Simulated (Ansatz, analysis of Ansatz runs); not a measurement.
# AlBO3 (R-3c), nudged elastic band: Li_i hop between interstitial places (q = +1), part 2 of 4

How high is the barrier when Li changes place in AlBO3 (R-3c)? The case: Li_i hop between interstitial places, charge +1, in a cell of 80 host atoms with 1 Li put in.

Ansatz 0.2.0; plane-wave PAW DFT, PBEsol; nudged elastic band between two relaxed defect structures at fixed charge in a uniform background.

So far: Set-up; Relaxation of the start point, charge +1.

## (3) Relaxation of the end point, charge +1

Level of this step: plane-wave PAW DFT, PBEsol; relaxation of all atoms of a defect supercell at fixed charge in a uniform background (Ansatz).

The end point is relaxed in the same cell and settings, so that the two energies compare. Atoms more than 3.2 Å from the middle of the hop start where the first relaxation left them, the nearer ones on or close to their ideal places, with small random displacements.

Input file qp1.end/input.yaml:

```yaml
crystal:
  lattice:
    - [4.47530425, 2.58381811, 9.15826506]
    - [-4.47530425, 2.58381811, 9.15826506]
    - [0.0, -5.16763623, 9.15826506]
  atoms:
    - { symbol: Al, position: [-5.43e-05, -8.484e-05, -0.00026397] }
    - { symbol: Al, position: [0.25, 0.25, 0.25] }
[... 1 atom line left out ...]
    - { symbol: B, position: [0.375, 0.375, 0.375] }
    - { symbol: O, position: [0.125, 0.47063163, 0.27936837] }
    - { symbol: O, position: [0.47063163, 0.27936837, 0.125] }
    - { symbol: O, position: [0.22063163, 0.375, 0.02936837] }
[... 6 atom lines left out ...]
    - { symbol: B, position: [0.375, 0.375, 0.875] }
[... 8 atom lines left out ...]
    - { symbol: B, position: [0.125, 0.625, 0.125] }
[... 4 atom lines left out ...]
    - { symbol: O, position: [0.375, 0.52936837, 0.22063163] }
[... 11 atom lines left out ...]
    - { symbol: O, position: [0.27936837, 0.625, 0.97063163] }
[... 2 atom lines left out ...]
    - { symbol: B, position: [0.625, 0.125, 0.125] }
[... 17 atom lines left out ...]
    - { symbol: Al, position: [0.5, 0.5, 0.0] }
[... 19 atom lines left out ...]
    - { symbol: Li, position: [0.4413, 0.4413, -0.0587] }
total_charge: 1
basis:
  ecutwfc: 420
  xc_grid: 2
hamiltonian:
  xc: pbesol
kpoints:
  mp_grid: { grid: [1, 1, 1], shift: [0.25, 0.25, 0.25] }
scf:
  occupations: { method: fixed }
  max_iter: 100
output:
  forces: true
relax:
  f_tol: 0.02
  max_steps: 70
  random_displacement: { amplitude: 0.01, seed: 5733 }
```

Run with:

```bash
> ansatz run input.yaml --threads 4 --pin off --max-ram 14131MiB --backend cpu --events-out ev --progress --plain --runs-dir out
```

Numbers of over 12 decimals in the logs are rounded to 6 here.

What it wrote:

```text
[...]
Crystal: 81 atoms, lattice volume = 635.403 Å³
Basis set: ecut = 420 eV, 12439 PW (Γ), exchange–correlation on 144×144×144 points (8 copies of the dense FFT grid, shifted against one another)
Bands: 274, of which v1, the nominal top of the filled ones, is band 193 counted from 1 (192 counted from 0)
Symmetry: 1 space group operations
k-points: 1
[...]
SCF iter   1: F=—  HF=-38064.601100 eV  |F-HF|=—  |Δ(HF+E_count)|=         —  Δρ=9.39e-3  dr2=4.79e-1  ethr=1.77e-3  ⟨swp⟩=5.0  Hψ=890  notcnv=0  defer=77
[...]
SCF iter   6: F=-38064.449386 eV  HF=-38064.449387 eV  |F-HF|=2.65e-7  |Δ(HF+E_count)|=   3.06e-5  Δρ=2.39e-5  dr2=2.32e-6  ethr=2.59e-9  ⟨swp⟩=3.0  Hψ=910  notcnv=0
SCF 1 converged in 6 iterations: F = -38064.449386 eV  dr2 = 2.32e-6
[...]
[... 19 atoms left out ...]
  atom  81  Li    -0.00024291     0.00001376     0.00295965
  max |Σ_I F_I| component: 5.41e-5 eV/Å
--- Relaxed structure (7 steps of the walk, 7 accepted, 0 SCFs on fresh bases) ---
  F+E_penalty+E_count = -38067.67213677 eV   max|allowed force component| = 1.234e-2 eV/Å
  atoms:
    - { symbol: Al, position: [0.000357, 0.000153, 0.000830] }
    - { symbol: Al, position: [0.247192, 0.245898, 0.256151] }
    [... 2 atoms left out ...]
    - { symbol: O, position: [0.126430, 0.469627, 0.278485] }
    - { symbol: O, position: [0.470768, 0.281735, 0.125821] }
    - { symbol: O, position: [0.219884, 0.372785, 0.024993] }
    [... 15 atoms left out ...]
    - { symbol: B, position: [0.125426, 0.625242, 0.126066] }
    [... 4 atoms left out ...]
    - { symbol: O, position: [0.375073, 0.531093, 0.224295] }
    [... 11 atoms left out ...]
    - { symbol: O, position: [0.281936, 0.625834, 0.970540] }
    [... 2 atoms left out ...]
    - { symbol: B, position: [0.626285, 0.125225, 0.125234] }
    [... 17 atoms left out ...]
    - { symbol: Al, position: [0.508428, 0.508251, 0.008220] }
    [... 19 atoms left out ...]
    - { symbol: Li, position: [0.427513, 0.427281, -0.072730] }
[key lines of the parts left out:]
SCF converged after 5 iterations
Free energy (F): -38067.672137 eV
Fermi energy:    7.238744 eV
```

The job ended after 40 s (4 threads of Arm Neoverse V2, shared host; peak memory 1.2 GiB).

Step by step:

| step | energy less that of the first step (eV) | largest force component (eV/Å) |
| --- | --- | --- |
| 1 | 0.0000 | 9.8970 |
| 2 | -1.4592 | 7.2556 |
| 3 | -2.9777 | 2.4953 |
| 4 | -3.1719 | 0.9218 |
| 5 | -3.2161 | 0.4112 |
| 6 | -3.2223 | 0.0425 |
| 7 | -3.2228 | 0.0123 |

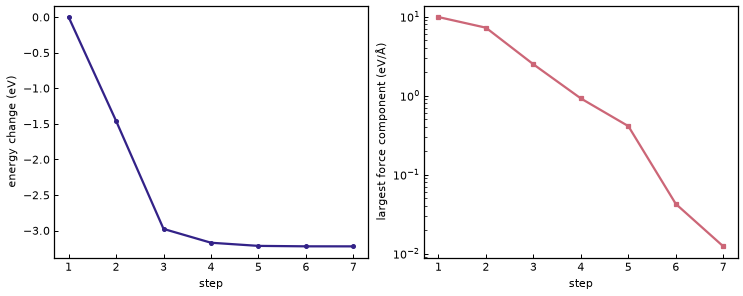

Energy and largest force along the relaxation.

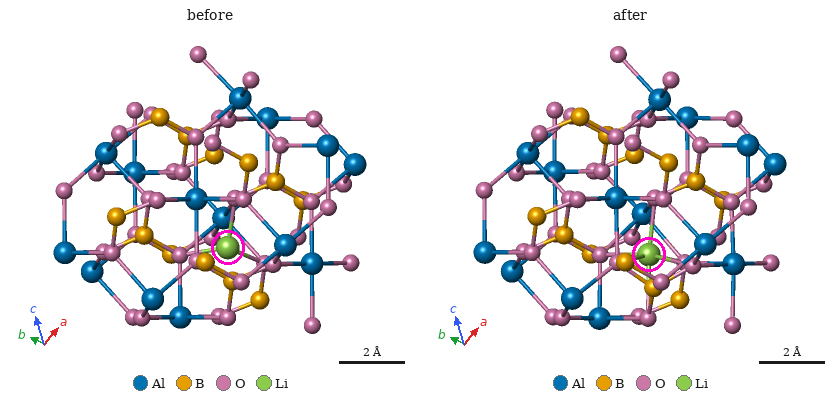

Before and after: the atoms that start within 5 Å of the centre. Li81, which moves most, is ringed if it is among them.

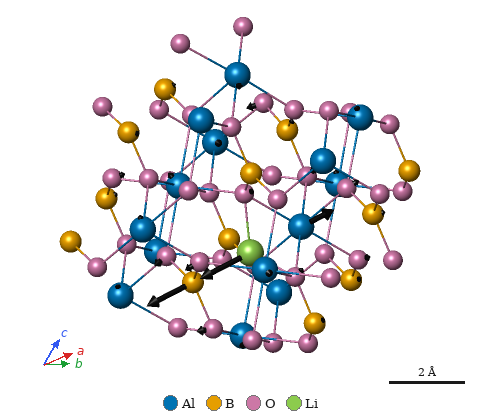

Displacements in the relaxation from the typed sites near the centre, exaggerated; the longest in the cell stands for 0.38 Å.

The atoms that moved most (Å, from the sites as typed, ahead of the random displacement):

| atom | dx | dy | dz | length |
| --- | --- | --- | --- | --- |
| Li81 | 0.000 | 0.000 | -0.384 | 0.384 |
| B14 | 0.000 | 0.000 | -0.365 | 0.365 |
| Al61 | 0.000 | 0.000 | 0.227 | 0.227 |
| O17 | -0.013 | -0.019 | -0.076 | 0.080 |
| O38 | 0.012 | -0.019 | -0.075 | 0.079 |
| O7 | 0.006 | 0.014 | -0.068 | 0.070 |
| O59 | -0.015 | -0.002 | -0.068 | 0.069 |
| O47 | 0.017 | 0.000 | 0.049 | 0.052 |

Neighbours of Li81 at the end:

| atom | distance (Å) |
| --- | --- |
| O55 | 1.777 |
| O6 | 1.777 |
| O40 | 1.777 |
| B14 | 1.802 |
| O59 | 2.033 |
| O38 | 2.033 |
| O7 | 2.033 |
| Al61 | 2.224 |

Numbers from this step:

```yaml
free_energy: -38067.6721 eV
r_m_s_move_of_the_farther_half_of_the_atoms: 0.01329 Å
largest_move_from_the_ideal_geometry_of_this_structure_a_common_shift_of_the_far_atoms_taken_out: 0.3923 Å
```

The relaxation gained 3.223 eV and ended with a largest force component of 0.012 eV/Å. The end lies within 1 meV of the start.

(Continued in part 3 of 4.)

[Logs are printed without paths, hosts, clocks, repeated set-up lines and the standing remarks that a program may print on its own settings, such as how far it seeks lower states.]

[Hosts, paths, dates, database ids (printed as entryN), source tags and the programs' standing remarks are cut or masked in the printed files.]
